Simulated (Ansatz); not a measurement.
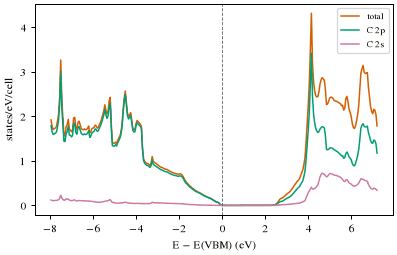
Figure. Total and projected density of states of C in space group P6_3/mmc (No. 194; C on 6h), the program Ansatz at the PBEsol level (PAW)

Q: Which orbitals carry the states next to the gap?

A: Top 1 eV of the valence band: C 2p 97 %. Bottom 1 eV of the conduction band: C 2p 62 %, C 2s 8 %, outside the projected shells 30 %. Projections are on Löwdin-orthogonalised atomic valence shells; empty p or d shells of many metals are not among them.

Q: Where is the tallest occupied peak in this window, and what makes it?

A: Near -7.5 eV, about 3.3 states/eV per cell; the largest projected share is C 2p.

The start of the workflow was typed in or built on a structure type. Its sites differ from those of the usual phase in this space group: another stacking or structure type. The cell was relaxed with PBEsol under the symmetry of its start; whether a distortion lowers the energy is not shown.

Potentials: the later of the program's two PAW sets.
